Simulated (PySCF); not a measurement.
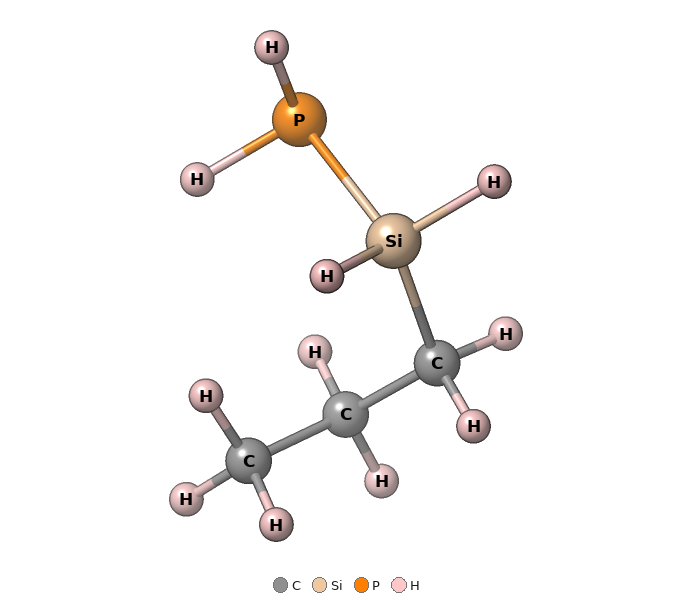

Orthographic view. Depth is shown by fading: the farther an atom, the more it takes the colour of the background. The computed structure is the end point of a PBE0-D3(BJ)/def2-SVP optimisation. No frequency run is at hand to confirm it as a minimum.

Question: Give the standard InChI.

Answer: InChI=1S/C3H11PSi/c1-2-3-5-4/h2-5H2,1H3
